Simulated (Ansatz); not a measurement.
**C2H8ClFO4W (SMILES C[O][W]([OH])([OH])([F])([Cl])[O]C): density, localisation and related maps**

Input

```
crystal:
  periodic: [false, false, false]
  atoms:
    - {symbol: C, position_ang: [-0.993735, -1.535918, 2.227487]}
    - {symbol: O, position_ang: [-0.806156, -0.630809, 1.182708]}
    - {symbol: W, position_ang: [0.446190, 0.062214, 0.032160]}
    - {symbol: O, position_ang: [0.709117, -1.740440, -0.509573]}
    - {symbol: O, position_ang: [2.017143, 0.522959, -0.926931]}
    - {symbol: F, position_ang: [0.143133, 1.851973, 0.580967]}
    - {symbol: Cl, position_ang: [1.944699, -0.050241, 1.885528]}
    - {symbol: O, position_ang: [-0.612149, 0.519840, -1.412579]}
    - {symbol: C, position_ang: [-0.939624, 1.697973, -2.097784]}
    - {symbol: H, position_ang: [-0.818819, -2.550257, 1.857881]}
    - {symbol: H, position_ang: [-0.283434, -1.313624, 3.028867]}
    - {symbol: H, position_ang: [-2.016842, -1.443748, 2.596177]}
    - {symbol: H, position_ang: [1.409671, -1.941848, -1.134950]}
    - {symbol: H, position_ang: [2.866544, 0.555313, -0.479789]}
    - {symbol: H, position_ang: [-1.893441, 1.553148, -2.608097]}
    - {symbol: H, position_ang: [-1.012459, 2.527505, -1.389291]}
    - {symbol: H, position_ang: [-0.159850, 1.915961, -2.832779]}
basis:
  gaussian: {orbitals: def2-TZVPP}
hamiltonian: {xc: pbe0, dispersion: d4}
output: {orbitals: {seedname: orbitals}}
```

Launched as:

```sh
ansatz run in.yaml --threads 4 --pin off --events-out ev --progress --plain --max-ram 46080MiB --backend cuda --devices 0, --max-vram 37GiB
```

Geometry: PBE0-D4/def2-TZVP; core potentials replace the inner electrons of W.

The calculation used RKS PBE0-D4/def2-TZVPP (Ansatz 0.2.0).

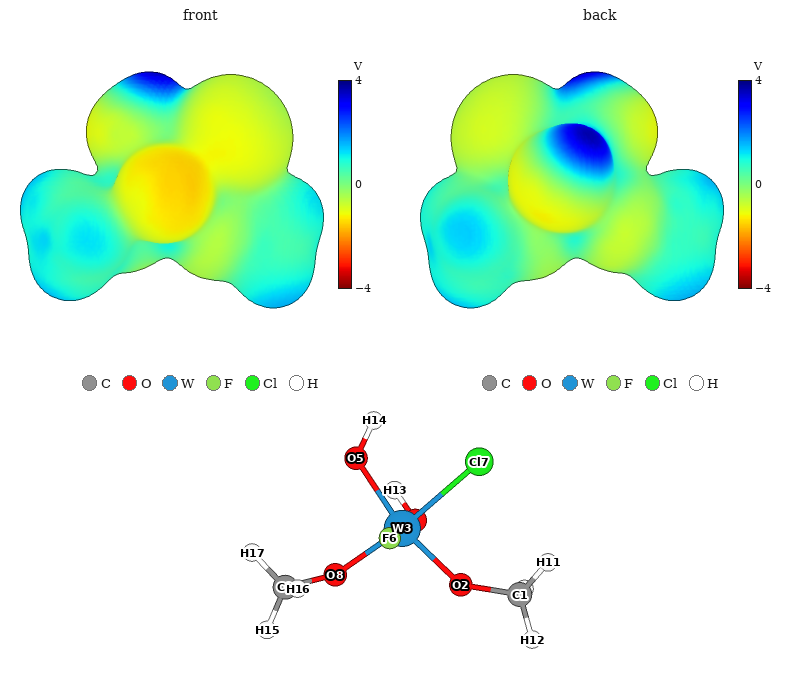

Figure 1. The electrostatic potential painted on the density surface at 0.004 e/bohr³, seen from the front and from behind; red is negative and blue positive. The bare structure is drawn below in the same view.

Question: Which sites attract a positive test charge, and which a negative one?

Answer: A positive charge is drawn to the negative regions and a negative charge to the positive ones. The most negative region (about −1.5 V, or −35 kcal/mol for a unit charge) lies over F6, the most positive (about +3.4 V, or +78 kcal/mol for a unit charge) over H13 and H14.

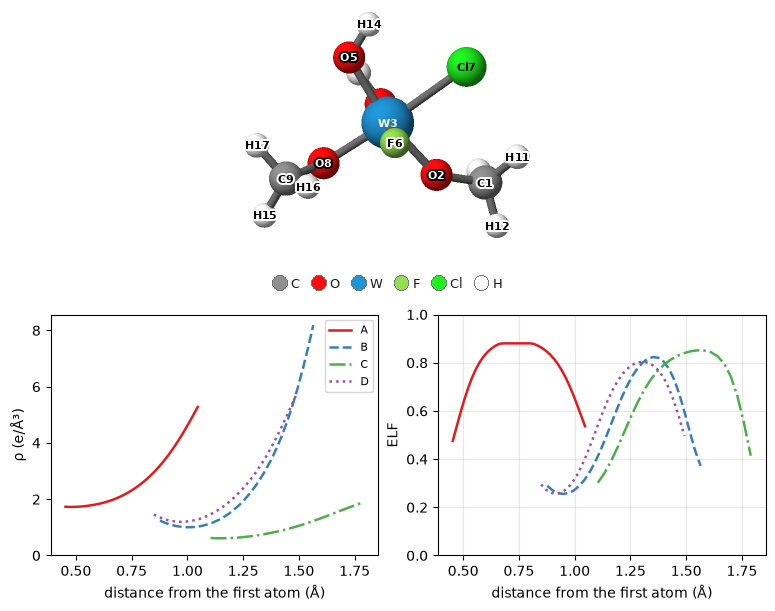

Figure 2. Electron density and ELF along straight lines between neighbouring atoms. The curves leave out the atomic cores. The structure is drawn too.

Question: Which curve belongs to which contact (C–O, W–Cl, W–F and W–O)? The first atom named is at distance zero.

Answer: Curve A: C–O (1.39 Å): ρ at the midpoint is about 2.1 e/Å³, with its minimum of 1.7 e/Å³ about 0.5 Å from C; the ELF peaks at about 0.90 between the atoms; a shared but strongly polarised pair. Curve B: W–F (1.90 Å): ρ at the midpoint is about 1 e/Å³; the ELF peaks at about 0.80 in the valence shell of F, 0.5 Å from its nucleus, and drops to about 0.25 between the two atoms. Curve C: W–Cl (2.39 Å): ρ at the midpoint is about 0.62 e/Å³; the ELF peaks at about 0.85 in the valence shell of Cl, 0.8 Å from its nucleus, and is about 0.45 at the midpoint. Curve D: W–O (1.84 Å): the density is about 1.2 e/Å³ at the midpoint; the ELF peaks at about 0.80 in the valence shell of O, 0.5 Å from its nucleus, and drops to about 0.25 between the two atoms.

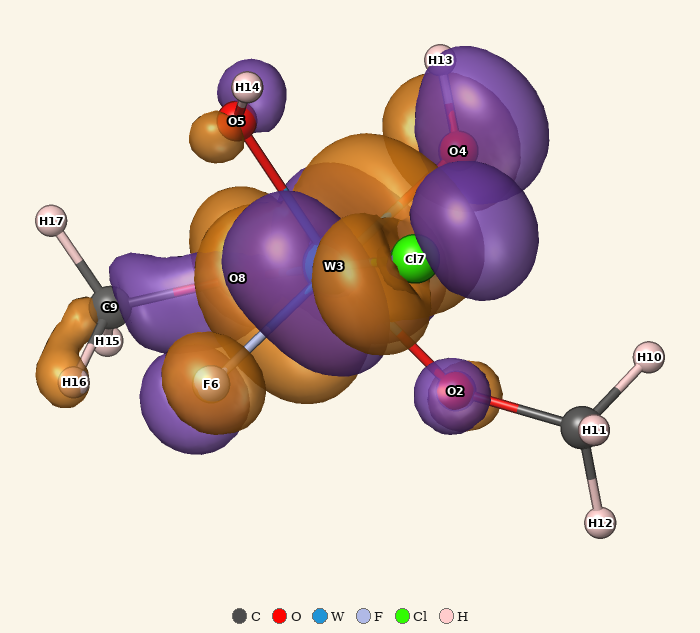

Figure 3. One frontier orbital at ±0.08 Å⁻³ᐟ² (orange and purple are the two phases), seen at a tilt.

Question: Which orbital is it: HOMO or LUMO?

Answer: The LUMO, at −2.56 eV. It lies mainly on W3 (about 60 %), O4 (about 10 %), Cl7 (about 10 %) and O8 (about 10 %).
